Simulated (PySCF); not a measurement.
# One shape, several levels: doublet [B2]+

Aim: a comparison of 6 runs (UB2PLYP/6-31G, UPBE/6-31G, NEVPT2(3,3)/6-31G, NEVPT2(5,8)/6-31G, ROCCSD(T)/6-31G, FCI/6-31G) of doublet [B2]+. Input form: a Python script.

The results are computed with PySCF 2.14.0.

9 further runs of the same task are left out: 9 set aside as unsound or not needed.

### 1 The structure to begin with

The species is [B2]+ (2 atoms), meant as a doublet with charge +1. SMILES of the parent species: `B#B`. The coordinates come from a GFN2-xTB relaxation. That shape belongs to the parent species and isn't relaxed for this state.

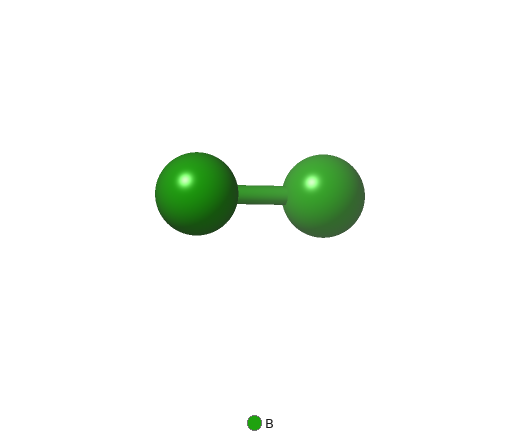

The structure, seen from a chosen angle (boron green).

### 2 The energy at UB2PLYP/6-31G (run 1)

File calc.py:

```python
from pyscf import gto, dft, mp

system = gto.Mole()
system.atom = '''
B      0.000000     0.000000     0.000000
B      0.000000     0.000000     2.655292
'''
system.basis = '6-31g'
system.charge = 1
system.unit = 'bohr'
system.verbose = 3
system.spin = 1
system.max_memory = 1860
system.build()

ks = dft.UKS(system, xc='0.53*HF + 0.47*B88, 0.73*LYP')
ks.conv_tol = 1e-10
ks.grids.level = 5
ks.kernel()
if not ks.converged:
    ks = ks.newton().run(ks.mo_coeff, ks.mo_occ)

pt = mp.MP2(ks, frozen=2).run()
e_final = ks.e_tot + 0.27 * pt.e_corr
print('PT2 part  %.8f' % (0.27 * pt.e_corr))
print('Final energy', e_final)
```

Run with:

```sh
OMP_NUM_THREADS=1 python calc.py
```

Log:

```text
WARN: HOMO -0.168114747059594 >= LUMO -0.168114747059596

converged SCF energy = -48.882699914075  <S^2> = 0.75170332  2S+1 = 2.0017026
E(UMP2) = -49.0411698729912  E_corr = -0.15846995891627
E(SCS-UMP2) = -49.0536796658673  E_corr = -0.170979751792356
PT2 part  -0.04278689
Final energy -48.92548680298235
```

Run time: 1.7 s. Hardware: 1 thread of Arm Neoverse V2, shared host; peak memory 0.17 GiB.

### 3 The energy at UPBE/6-31G (run 2)

File job.py:

```python
from pyscf import gto, dft

molecule = gto.M(
    atom='B 0.000000 0.000000 0.000000; B 0.000000 0.000000 1.405120',
    spin=1,
    charge=1,
    basis='6-31g',
    verbose=3,
    max_memory=1860,
)

mf = dft.UKS(molecule, xc='pbe')
mf.conv_tol = 1e-10
mf.grids.level = 5
mf.kernel()
if not mf.converged:
    mf = mf.newton().run(mf.mo_coeff, mf.mo_occ)

etot = mf.e_tot
print('Final energy', etot)
```

Run with:

```sh
OMP_NUM_THREADS=1 python job.py
```

Log:

```text
converged SCF energy = -48.9152940011943  <S^2> = 1.754808  2S+1 = 2.8318248
Final energy -48.9152940011943
```

Run time: 2 s. Hardware: 1 thread of Arm Neoverse V2, shared host; peak memory 0.17 GiB.

Run 3 isn't shown in full; the table further down has it.

### 4 The energy at NEVPT2(5,8)/6-31G (run 4)

File calc.py:

```python
import numpy
from pyscf import gto, scf, mp, mcscf, mrpt

mol = gto.M(
    atom='B 0.000000 0.000000 0.000000; B 0.000000 0.000000 1.405120',
    charge=1,
    verbose=3,
    spin=1,
    max_memory=1860,
    basis='6-31g',
)

calc0 = scf.ROHF(mol)
calc0.conv_tol = 1e-10
calc0.kernel()
if not calc0.converged:
    calc0 = calc0.newton().run(calc0.mo_coeff, calc0.mo_occ)

pt = mp.MP2(scf.addons.convert_to_uhf(calc0)).run()
noons, natorbs = mcscf.addons.make_natural_orbitals(pt)
print('natural occupations', numpy.round(noons[:40], 4))
cas = mcscf.CASSCF(calc0, 8, 5)
cas.fix_spin_(ss=0.75)
cas.natorb = True
cas.kernel(natorbs)
e_pt2 = mrpt.NEVPT(cas).kernel()
e_tot = cas.e_tot + e_pt2
print('Final energy', e_tot)
```

Run with:

```sh
OMP_NUM_THREADS=1 python calc.py
```

Log:

```text
converged SCF energy = -48.6733674724413
E(UMP2) = -48.7786467887686  E_corr = -0.105279316327281
E(SCS-UMP2) = -48.7858564133526  E_corr = -0.112488940911268
natural occupations [1.9999e+00 1.9999e+00 1.9760e+00 1.8434e+00 9.7800e-01 1.3150e-01
 3.1300e-02 1.4900e-02 9.8000e-03 7.8000e-03 2.2000e-03 1.6000e-03
 1.5000e-03 1.0000e-03 6.0000e-04 3.0000e-04 2.0000e-04 2.0000e-04]
CASSCF energy = -48.8246278971510
CASCI E = -48.8246278971510  E(CI) = -8.24932041753365  S^2 = 0.7500000
Sr    (-1)',   E = -0.00616746689217
Si    (+1)',   E = -0.00035740723567
Sijrs (0)  ,   E = -0.00021040935515
Sijr  (+1) ,   E = -0.00038035687470
Srsi  (-1) ,   E = -0.00019064373412
Srs   (-2) ,   E = -0.00273662597211
Sij   (+2) ,   E = -0.00022920895701
Sir   (0)' ,   E = -0.00066603062270
Nevpt2 Energy = -0.010938149643620
Final energy -48.835566046794575
```

Wall time 1.5 s (1 thread of Arm Neoverse V2, shared host); peak memory 0.13 GiB.

Run 5 isn't shown in full; the table further down has it.

### 5 A single-point energy at FCI/6-31G (run 6)

File mol.xyz:

```xyz
2

B      0.000000     0.000000     0.000000
B      0.000000     0.000000     1.405120
```

File job.py:

```python
from pyscf import gto, mcscf

mol = gto.Mole()
mol.atom = 'mol.xyz'
mol.basis = '6-31g'
mol.verbose = 3
mol.charge = 1
mol.spin = 1
mol.max_memory = 1860
mol.build()

myscf = mol.ROHF()
myscf.conv_tol = 1e-10
myscf.kernel()
if not myscf.converged:
    myscf = myscf.newton().run(myscf.mo_coeff, myscf.mo_occ)

cas = mcscf.CASCI(myscf, myscf.mo_coeff.shape[-1] - 2, (mol.nelec[0] - 2, mol.nelec[1] - 2))  # full CI above the frozen core
cas.fix_spin_(ss=0.75)
cas.kernel()
energy = cas.e_tot
print('E(%s) = %.9f' % ('FCI', energy))
```

Run with:

```sh
OMP_NUM_THREADS=1 python job.py
```

Log:

```text
converged SCF energy = -48.6733674724413
CASCI E = -48.8370933599979  E(CI) = -8.25887959751920  S^2 = 0.7500000
E(FCI) = -48.837093360
```

Wall time 8.4 s (1 thread of Arm Neoverse V2, shared host); peak memory 0.13 GiB.

### 6 Overview of the runs

| run | level | frozen core orbitals | integration grid | energy (Eh) | wall time |
| --- | --- | --- | --- | --- | --- |
| 1 | UB2PLYP/6-31G | 2 | 5 | -48.925487 | 1.7 s |
| 2 | UPBE/6-31G | – | 5 | -48.915294 | 2 s |
| 3 | NEVPT2(3,3)/6-31G | – | – | -48.812380 | 0.64 s |
| 4 | NEVPT2(5,8)/6-31G | – | – | -48.835566 | 1.5 s |
| 5 | ROCCSD(T)/6-31G | 2 | – | -48.835232 | 0.7 s |
| 6 | FCI/6-31G | 2 | – | -48.837093 | 8.4 s |

### 7 Outcome

| quantity | value |
| --- | --- |
| run 6: total energy | -48.83709 Eh |
| run 6: correlation energy (2 core orbitals frozen) | -163.7 mEh |

**Reading.** Against full CI in this basis: ROCCSD(T) +1.9 mEh. Totals of different functionals can't be ranked against each other. Spin contamination of the reference: run 2 ⟨S²⟩ = 1.75. Where it is this large, the reference is a mixture of spin states, and values that rest on it are in doubt. All runs together took 15 s, the longest 8.4 s.
